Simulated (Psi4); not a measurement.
# C4N2 (2-butynedinitrile): PBE/cc-pVDZ

What is the energy change on altering one bond length of C4N2 (2-butynedinitrile) at PBE/cc-pVDZ? 

Program for the calculation: Psi4 1.11.

1 further run of the same task is left out (set aside as unsound or not needed).

### Step 1. The structure to begin with

The species is C4N2 (6 atoms), meant as a singlet with charge 0. As SMILES, `N#CC#CC#N`. The coordinates come from a PBE0-D4/def2-TZVP relaxation.

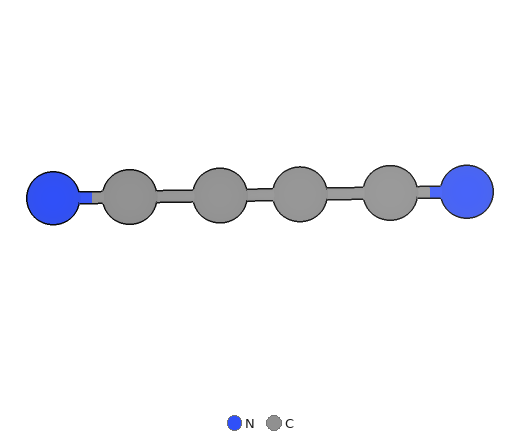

Viewed from a chosen angle; nitrogen blue, carbon grey.

### Step 2. The energy at PBE/cc-pVDZ

Contents of job.json:

```json
{
  "schema_name": "qcschema_input",
  "schema_version": 1,
  "molecule": {
    "schema_name": "qcschema_molecule",
    "schema_version": 2,
    "symbols": ["N", "C", "C", "C", "C", "N"],
    "geometry": [0.03237101, -5.70784217, 1.49089943, 0.02022007, -3.59584646, 0.93972301, 0.00597153, -1.10314652, 0.28893912, -0.00661404, 1.10352447, -0.28752183, -0.02029566, 3.59586536, -0.93959073, -0.03165291, 5.70744533, -1.4924301],
    "molecular_charge": 0,
    "molecular_multiplicity": 1,
    "fix_symmetry": "c1",
    "fix_com": true,
    "fix_orientation": true
  },
  "driver": "energy",
  "model": {
    "method": "pbe",
    "basis": "cc-pVDZ"
  },
  "keywords": {
    "puream": true,
    "e_convergence": 1e-09,
    "d_convergence": 1e-08,
    "scf_type": "pk",
    "dft_radial_points": 99,
    "dft_spherical_points": 590
  }
}
```

Launch:

```sh
$ psi4 --qcschema job.json -n 1 --memory 2200MB
```

stdout:

```text
[...]
  Running in c1 symmetry.
[...]
  Nuclear repulsion =  144.352590562515644
[...]
  Multiplicity = 1
[...]
  Nalpha       = 19
  Nbeta        = 19
[...]
    Number of basis functions: 84
[...]
   @RKS iter   1:  -261.27580408471499   -4.10871e-01   7.86337e-03 DIIS/ADIIS
[...]
   @RKS iter  12:  -261.52697580690352   -9.09495e-13   3.88809e-09 DIIS
[...]
    Orbital Energies [Eh]
    ---------------------
    Doubly Occupied:
       1A    -14.049566     2A    -14.049556     3A     -9.998345
       4A     -9.996456     5A     -9.989355     6A     -9.989270
       7A     -0.879898     8A     -0.877923     9A     -0.784878
      10A     -0.685280    11A     -0.602974    12A     -0.405821
      13A     -0.405821    14A     -0.368468    15A     -0.368468
      16A     -0.355183    17A     -0.353568    18A     -0.298082
      19A     -0.298082
[...]
  @RKS Final Energy:  -261.52697580690352
   => Energetics <=
    Nuclear Repulsion Energy =            144.3525905625156440
    One-Electron Energy =                -637.1594622272032211
    Two-Electron Energy =                 266.3171814698181379
    DFT Exchange-Correlation Energy =     -35.0372856120340757
    Empirical Dispersion Energy =           0.0000000000000000
    VV10 Nonlocal Energy =                  0.0000000000000000
    Total Energy =                       -261.5269758069035220
[...]
 Multipole Moments:
 ------------------------------------------------------------------------------------
     Multipole            Electronic (a.u.)      Nuclear  (a.u.)        Total (a.u.)
 ------------------------------------------------------------------------------------
 L = 1.  Multiply by 2.5417464519 to convert [e a0] to [Debye]
 Dipole X            :         -0.0009476            0.0007181           -0.0002295
 Dipole Y            :          0.0005213           -0.0003968            0.0001246
 Dipole Z            :          0.0019055           -0.0014173            0.0004883
 Magnitude           :                                                    0.0005537
[...]
```

The result, in JSON:

```text
{
 "driver": "energy",
 "model": {
  "method": "pbe",
  "basis": "cc-pVDZ"
 },
 "success": true,
 "return_result": -261.5269758069035,
 "properties": {
  "calcinfo_nbasis": 84,
  "calcinfo_nmo": 84,
  "calcinfo_nalpha": 19,
  "calcinfo_nbeta": 19,
  "calcinfo_natom": 6,
  "nuclear_repulsion_energy": 144.35259056251564,
  "return_energy": -261.5269758069035,
  "scf_one_electron_energy": -637.1594622272032,
  "scf_two_electron_energy": 266.31718146981814,
  "scf_xc_energy": -35.037285612034076,
  "scf_dipole_moment": [-0.00022954463207596962, 0.00012456365369439837, 0.0004882703325564952],
  "scf_total_energy": -261.5269758069035,
  "scf_iterations": 12
 }
}
```

It took 32 s on 1 thread of Intel Xeon at 2.50GHz (Skylake/Cascade Lake), shared host; peak memory 0.97 GiB.

### Step 3. The distorted shape at the same level

Contents of run.py:

```python
import psi4

psi4.set_memory(2200000000)
psi4.set_num_threads(1)
psi4.core.set_output_file('output.dat', False)

geom = psi4.geometry("""
0 1
N      0.018031    -3.188032     0.832823
C      0.011601    -2.070412     0.541153
C      0.004061    -0.751332     0.196773
C     -0.002599     0.416388    -0.108277
C     -0.009839     1.735278    -0.453337
N     -0.016750     3.020250    -0.789760
symmetry c1
""")

options = {'basis': 'cc-pVDZ', 'puream': True, 'e_convergence': 1e-09, 'd_convergence': 1e-08, 'scf_type': 'pk', 'dft_radial_points': 99, 'dft_spherical_points': 590}
psi4.set_options(options)

e_tot, wfn = psi4.energy('pbe', return_wfn=True)
psi4.oeprop(wfn, 'WIBERG_LOWDIN_INDICES', 'MULLIKEN_CHARGES', 'LOWDIN_CHARGES', title='PBE')
print('E =', round(e_tot, 9))
```

Launch:

```sh
$ python run.py
```

output.dat:

```text
[...]
  Running in c1 symmetry.
[...]
  Nuclear repulsion =  140.754371523559087
[...]
  Multiplicity = 1
[...]
  Nalpha       = 19
  Nbeta        = 19
[...]
    Number of basis functions: 84
[...]
   @RKS iter   1:  -261.27264334170508   -6.05006e-01   7.24358e-03 ADIIS/DIIS
[...]
   @RKS iter  14:  -261.49833565949240   -1.09139e-11   5.51658e-09 DIIS
[...]
    Orbital Energies [Eh]
    ---------------------
    Doubly Occupied:
       1A    -14.085617     2A    -14.051542     3A    -10.018492
       4A    -10.000761     5A     -9.998526     6A     -9.991187
       7A     -0.880993     8A     -0.825179     9A     -0.782090
      10A     -0.686521    11A     -0.607196    12A     -0.402568
      13A     -0.402568    14A     -0.369666    15A     -0.355976
      16A     -0.354072    17A     -0.354072    18A     -0.288610
      19A     -0.288610
[...]
  @RKS Final Energy:  -261.49833565949240
   => Energetics <=
    Nuclear Repulsion Energy =            140.7543715235590867
    One-Electron Energy =                -630.0325374622404979
    Two-Electron Energy =                 262.6675660649744373
    DFT Exchange-Correlation Energy =     -34.8877357857854165
    Empirical Dispersion Energy =           0.0000000000000000
    VV10 Nonlocal Energy =                  0.0000000000000000
    Total Energy =                       -261.4983356594923976
[...]
 Multipole Moments:
 ------------------------------------------------------------------------------------
     Multipole            Electronic (a.u.)      Nuclear  (a.u.)        Total (a.u.)
 ------------------------------------------------------------------------------------
 L = 1.  Multiply by 2.5417464519 to convert [e a0] to [Debye]
 Dipole X            :         -0.0000455            0.0000006           -0.0000449
 Dipole Y            :         -0.0304642           -0.0003068           -0.0307710
 Dipole Z            :          0.0084600            0.0000827            0.0085427
 Magnitude           :                                                    0.0319348
[...]
  Mulliken Charges: (a.u.)
   Center  Symbol    Alpha    Beta     Spin     Total
       1     N     3.51691  3.51691  0.00000 -0.03382
       2     C     3.16793  3.16793  0.00000 -0.33587
       3     C     2.77895  2.77895  0.00000  0.44210
       4     C     2.78371  2.78371  0.00000  0.43258
       5     C     3.19292  3.19292  0.00000 -0.38585
       6     N     3.55957  3.55957  0.00000 -0.11914
   Total alpha = 19.00000, Total beta = 19.00000, Total charge = -0.00000
  Lowdin Charges: (a.u.)
   Center  Symbol    Alpha    Beta     Spin     Total
[...]
```

On the terminal:

```text
E = -261.498335659
```

Run time: 35 s. Hardware: 1 thread of Intel Xeon at 2.50GHz (Skylake/Cascade Lake), shared host; peak memory 0.96 GiB.

### Step 4. Results

Level: PBE/cc-pVDZ.

| quantity | value |
| --- | --- |
| first shape: total energy | -261.52698 Eh |
| first shape: dipole moment | 0.00 D |
| first shape: HOMO energy | -8.11 eV |
| first shape: LUMO energy | -3.83 eV |
| first shape: HOMO–LUMO gap | 4.28 eV |
| distorted shape: total energy | -261.49834 Eh |
| distorted shape: dipole moment | 0.08 D |
| distorted shape: HOMO energy | -7.85 eV |
| distorted shape: LUMO energy | -4.26 eV |
| distorted shape: HOMO–LUMO gap | 3.59 eV |
| energy change with the C5–N6 bond stretched from 1.155 to 1.328 Å | 0.779 eV |

In words: With the C5–N6 bond stretched from 1.155 to 1.328 Å the energy rises by 0.78 eV (18.0 kcal/mol). The first shape isn't relaxed at this level, so the change isn't measured from a minimum. Mulliken charges (distorted shape) run from -0.39 on C5 to +0.44 on C3.
